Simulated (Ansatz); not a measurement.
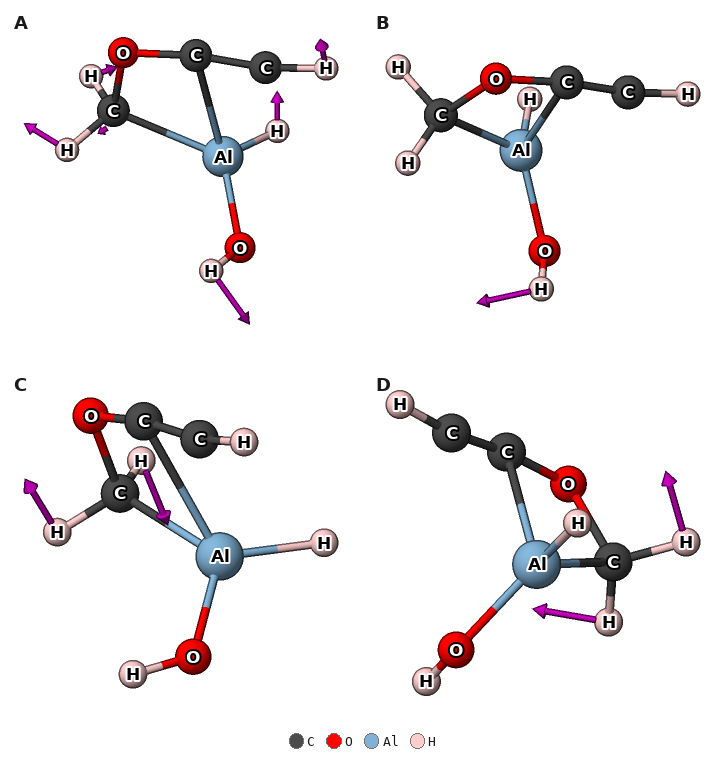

4 normal modes of one molecule or complex, as arrows. Harmonic vibrations computed with RKS PBE0-D4/def2-TZVP (Ansatz 0.2.0) at a stationary point of the same level.

### Match the panels to the wavenumbers 283 cm⁻¹, 652 cm⁻¹, 1188 cm⁻¹, 1453 cm⁻¹.

A: 652 cm⁻¹
B: 283 cm⁻¹
C: 1188 cm⁻¹, H–C–O bending
D: 1453 cm⁻¹, H–C–H bending
